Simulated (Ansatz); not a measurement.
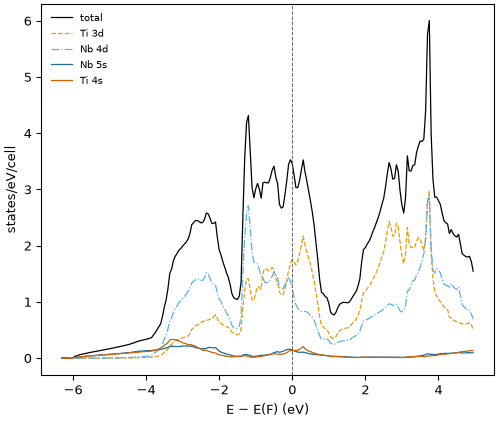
Figure. Total and projected density of states of TiNb in space group Cmmm (No. 65; Ti on 2c, Nb on 2a), LDA in the plane-wave PAW code Ansatz

### Question
Which orbitals carry the states next to the Fermi level?

### Answer
Within 0.5 eV of the Fermi level: Ti 3d 51 %, Nb 4d 36 %. Projections are on Löwdin-orthogonalised atomic valence shells; empty p or d shells of many metals are not among them.

### Question
Where is the tallest occupied peak in this window, and what makes it?

### Answer
Near -1.2 eV, about 4.3 states/eV per cell; the largest projected share is Nb 4d.

The workflow started from a Materials Project entry (that database holds measured and hypothetical structures alike); the Crystallography Open Database copy checked does not list it. With Ti and Nb taken as one species the cell has the higher symmetry Im-3m, so it may be an ordered model of a mixed-site phase. Whether it is the stable phase at ambient conditions was not checked. The cell keeps a stress of up to 0.2 GPa. The LDA relaxation kept the symmetry of its start; its stability against distortions is not shown here. No spin polarisation was allowed. Scalar-relativistic: spin–orbit coupling is off unless named, which matters more the heavier the elements.

Potentials: the later of the program's two PAW sets.
